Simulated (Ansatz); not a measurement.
CFOSi (doublet)

Input file:

```
crystal:
  periodic: [false, false, false]
  atoms:
    - {symbol: C, position_ang: [-0.175301, -3.380373, 2.710398]}
    - {symbol: F, position_ang: [2.118449, -3.975157, 1.486313]}
    - {symbol: O, position_ang: [-1.142061, -3.563534, 3.303440]}
    - {symbol: Si, position_ang: [1.277274, -2.580690, 1.726103]}
basis:
  gaussian:
    orbitals: def2-TZVPD
magnetization:
  spin_polarized: true
  initial_magnetization: 1
hamiltonian:
  xc: {name: PBE0}
output:
  forces: true
  orbitals: {seedname: orbitals}
```

Command:

```sh
ansatz run input.yaml --threads 1 --pin off --max-ram 2610MiB --events-out events.jsonl --progress --plain --runs-dir runs
```

Geometry: B3LYP-D3(BJ)/6-311G**.

Computed with Ansatz, isolated molecule in a Gaussian basis; Kohn-Sham density functional theory, functional PBE0.

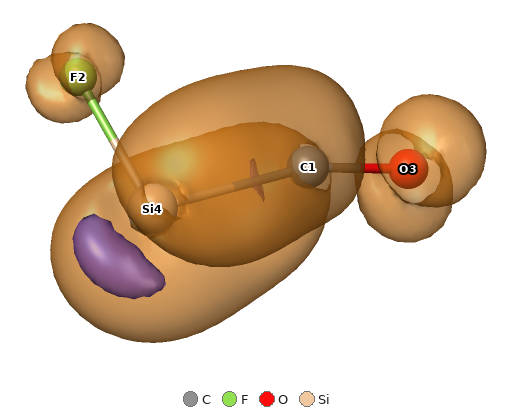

Figure 1. Isosurfaces of the spin density (α minus β) at +0.02 (orange) and −0.02 e/Å³ (purple), seen at a tilt.

> Where is the unpaired spin?

The unpaired spin (1 electron) lies mostly on Si4 (about 0.5), C1 (about 0.3) and O3 (about 0.2), in electrons by Hirshfeld's partition.

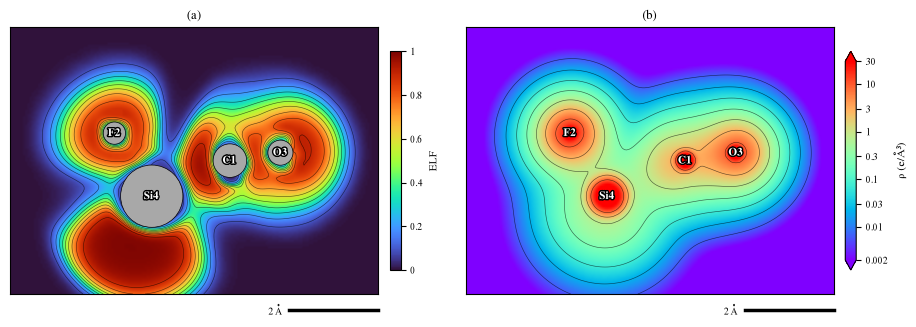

Figure 2. (a) electron localisation function; (b) electron density on the molecular plane. Grey discs cover the atomic cores in the ELF map.

> What does the map show?

- The plane passes through C, F, O and Si nuclei.
- C–O (1.15 Å): ρ at the midpoint is about 4 e/Å³; the ELF peaks at about 0.85 between the atoms; a multiple bond.
- Si–F (1.65 Å): ρ is about 1 e/Å³ halfway; the ELF peaks at about 0.85 in the valence shell of F, 0.6 Å from its nucleus, and is about 0.55 at the midpoint.
- C–Si (1.93 Å): ρ at the midpoint is about 0.74 e/Å³; the ELF peaks at about 0.95 between the atoms, as expected for a covalent bond.
- The ELF also peaks beside Si4, O3 and F2, away from the bonds: non-bonding electrons, paired or unpaired.

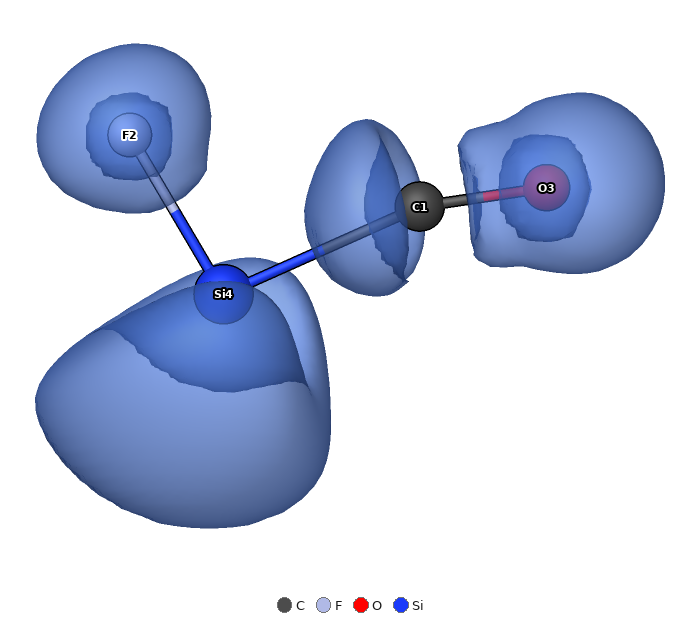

Figure 3. Isosurface of the electron localisation function at 0.75 (blue), seen across its widest extent. Core shells and regions of very low density are left out.

> Where are the electrons localised?

The surface consists of one region between bonded C–Si atoms (shared pairs), one region on O in which the atom's valence shell and bonds are merged, one lobe on Si, pointing away from the bonds (non-bonding electrons) and one region wrapped around F (its lone pairs, merged into a ring or cap).
